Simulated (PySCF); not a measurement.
In(OMe)2(OiPr), SMILES C[O][In]([O]C(C)C)[O]C at its GFN2-xTB optimised geometry (Å):

```
22

In    -0.8931     0.3691     0.0000
O     -1.8303    -1.4255     0.0389
C     -1.1033    -2.6210     0.0989
H     -0.5744    -2.7353     1.0511
H     -1.8382    -3.4282     0.0069
H     -0.3813    -2.7135    -0.7184
O     -2.1011     1.9960     0.0000
C     -3.4853     1.8731    -0.1688
H     -3.9051     1.0446     0.4093
H     -3.9250     2.8072     0.1968
H     -3.7541     1.7414    -1.2219
O      1.1134     0.3691     0.0000
C      1.8734     1.5385     0.1165
C      3.2655     1.1030     0.5895
C      1.2600     2.5366     1.0943
H      1.9709     2.0187    -0.8698
H      3.1896     0.6419     1.5710
H      3.9250     1.9650     0.6410
H      3.6763     0.3758    -0.1055
H      0.2659     2.8171     0.7377
H      1.1669     2.0716     2.0767
H      1.8778     3.4282     1.1742
```

Level of theory: CAM-B3LYP/def2-SVP, def2 effective core potentials past Kr run with PySCF 2.14.0. The core electrons that the potentials of In replace are not part of the density. Cells within 0.4 Å of a nucleus heavier than hydrogen are left out (blank, or x).

Map of the electron localisation function on the plane z = 0.8 Å:

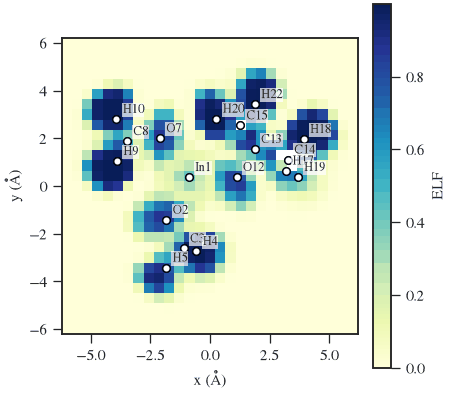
Electron localisation function on the plane z = 0.8 Å.
